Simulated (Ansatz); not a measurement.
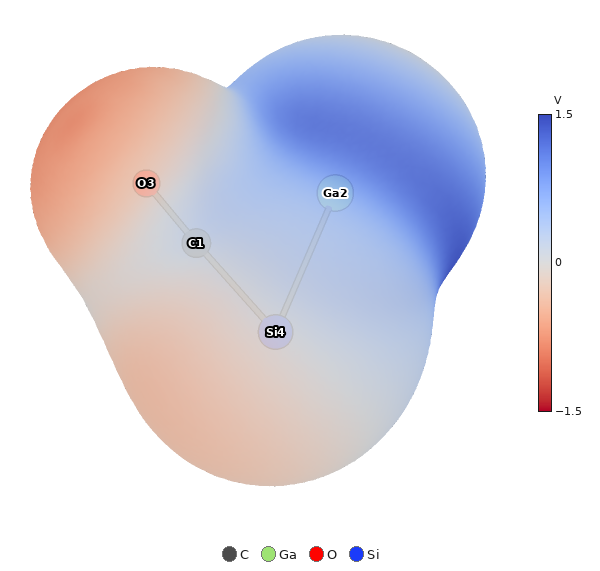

The picture shows: CGaOSi (doublet). The electrostatic potential painted on the density surface at 0.001 e/bohr³, seen at a tilt; the colour scale runs from red (negative) to blue (positive).

Geometry: PBE0-D3(BJ)/def2-SVP.

Level of theory: isolated molecule in a Gaussian basis; Kohn-Sham density functional theory, functional PBE0 in Ansatz.

The calculation's input:

```
crystal:
  periodic: [false, false, false]
  atoms:
    - {symbol: C, position_ang: [-0.205502, -0.485265, -0.512025]}
    - {symbol: Ga, position_ang: [0.325652, 1.439591, 1.206311]}
    - {symbol: O, position_ang: [0.517323, -0.352796, -1.420991]}
    - {symbol: Si, position_ang: [-1.284152, -0.632219, 0.910615]}
basis:
  gaussian:
    orbitals: def2-TZVPD
total_charge: 0
output: {forces: true, orbitals: {seedname: orbitals}}
hamiltonian:
  xc: {name: PBE0}
magnetization:
  spin_polarized: true
  initial_magnetization: 1
```

Launched as:

```sh
ansatz run input.yaml --threads 1 --pin off --max-ram 2610MiB --events-out events.jsonl --progress --plain --runs-dir runs
```

### Where is the surface potential most negative and most positive?

The most negative region (about −0.8 V, or −18 kcal/mol for a unit charge) lies over O3, the most positive (about +1.4 V, or +32 kcal/mol for a unit charge) over Ga2.

### How polar is the molecule by this calculation?

Its dipole moment is 1.94 D.
